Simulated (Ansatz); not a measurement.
These are PBE (plane waves to 420 eV, PAW; Ansatz, a first-principles code) values and carry that method's errors.

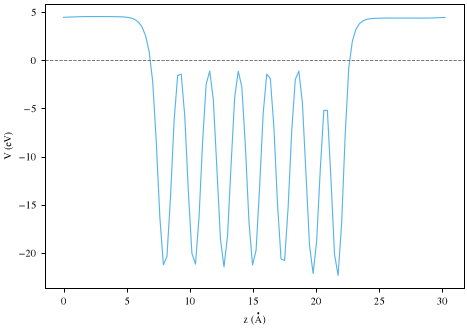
*Plane-averaged electrostatic potential energy along the normal, in eV from the Fermi level, for a constructed model of the (110) surface of bcc Nb, a pseudomorphic layer of Ru in the host's stacking (bottom of the slab: a bare face, its two planes held)*

Slab: 7 atoms, 14.5 Å thick at the start; k 14x14x1, smearing 0.1 eV, dipole-corrected; 2 atoms held, the rest relaxed; symmetry of the start imposed; no spin, no spin-orbit, no U. It is one candidate, not shown to be the stable structure of the face.

The vacuum level lies 4.39 eV above the Fermi level over the top face and 4.54 eV above it under the bottom face.
